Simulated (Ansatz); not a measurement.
MoSi2N4/MoSi2N4 (MoSi2N4 type multilayer), computed twice by G0W0.

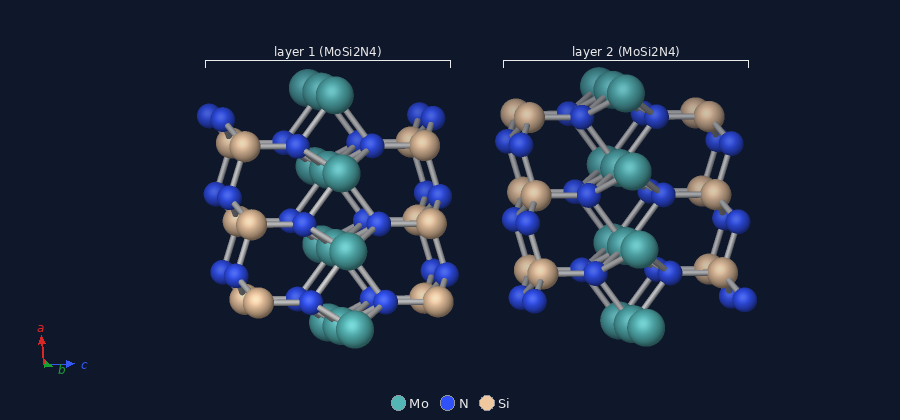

The structure (molybdenum teal, nitrogen blue, silicon light orange). Bonds to atoms that aren't drawn are left out. 3×2×1 cells are drawn. Some periodic images of atoms are drawn too.

The cell holds 14 atoms: 2 Mo, 8 N and 4 Si. Cell: a = 2.879 Å, b = 2.879 Å, c = 56.400 Å, α = 90.0°, β = 90.0°, γ = 120.0°. Regions: layer 1 (MoSi2N4), 7 atoms (1 Mo, 4 N and 2 Si); layer 2 (MoSi2N4), 7 atoms (1 Mo, 4 N and 2 Si). Vacuum lies along c.

```xyz
14
Lattice="2.8792 0.0000 0.0000 -1.4396 2.4934 0.0000 0.0000 0.0000 56.4000" Properties=species:S:1:pos:R:3
Mo    0.0000    0.0000   23.3914
N     0.0000    1.6623   24.6239
N     0.0000    1.6623   22.1578
Si    0.0000    1.6623   26.3574
Si    0.0000    1.6623   20.4226
N     1.4396    0.8311   26.8581
N     1.4396    0.8311   19.9114
Mo    0.0000    0.0000   33.0086
N     1.4396    0.8311   34.2422
N     1.4396    0.8311   31.7761
Si    1.4396    0.8311   35.9774
Si    1.4396    0.8311   30.0426
N     0.0000    1.6623   36.4886
N     0.0000    1.6623   29.5419
```

The structure was relaxed with PBEsol-D3(BJ). The runs that relaxed it are not among those shown. PAW set soft_2, made with PBE.

The first (Ansatz 0.2.0; start PBEsol, 6×6×1 mesh, 277 empty bands, screening to 45 eV; 4 threads of Arm Neoverse V1, shared host) gave, on its mesh: starting gap 1.68 eV, G0W0 gap 2.47 eV, mean of 1 + 4πα/V (set by the cell height) 3.00, 2.7 min.

The second gave: starting gap 1.68 eV, G0W0 gap 2.50 eV, mean of 1 + 4πα/V (set by the cell height) 3.07, 75 s.

**Question.** What was changed in the input? Choose among start, files, mesh, bands and cutoff, frequency model or another key.

Changed: empty bands from 277 to 114 and screening cutoff (eV) from 45.0 to 25. The starting gap stayed, which rules out the functional and points to the GW step. Other changes could give like numbers; this is the one that was made.

Limits: not at the basis limit; coarse mesh for a sheet; no spin-orbit coupling.

[Paths, hosts, dates, memory and timing lines, banners, echoed tables and standing remarks are left out of the program output.]

[Logs are printed without paths, hosts, clocks, repeated set-up lines and the standing remarks that a program may print on its own settings, such as how far it seeks lower states.]

[Runs of the session that timed out or met a known fault of the program may be left out.]

[Cells called generated may have been cut or substituted from an entry of the Crystallography Open Database or the Materials Project.]

[Hosts, paths, dates, database ids (printed as entryN), source tags and the programs' standing remarks are cut or masked in the printed files.]
